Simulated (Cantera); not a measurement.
A closed system holds: 1 mol Fe₃O₄, 4 mol CH₄, 0.28 mol CO, equilibrated at 1877 °C.

Cantera equilibrium calculation (NASA polynomials, part measured and part estimated; ideal gas, pure solids and liquids). Candidate condensed phases: C, C₆H₆, C₇H₈, C₈H₁₈, Fe, Fe(CO)₅, FeO, Fe(OH)₂, Fe(OH)₃, Fe₂O₃, Fe₃O₄, H₂O; 114 gas species. Kinetics and transport are ignored.

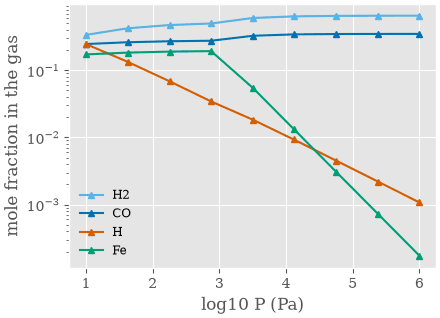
Figure. Equilibrium gas composition (values under 1e-9 drawn at 1e-9)

Read off the mole fractions at 0.130 bar.

H₂ about 0.64, CO about 0.34, Fe about 0.013, H about 0.0093.
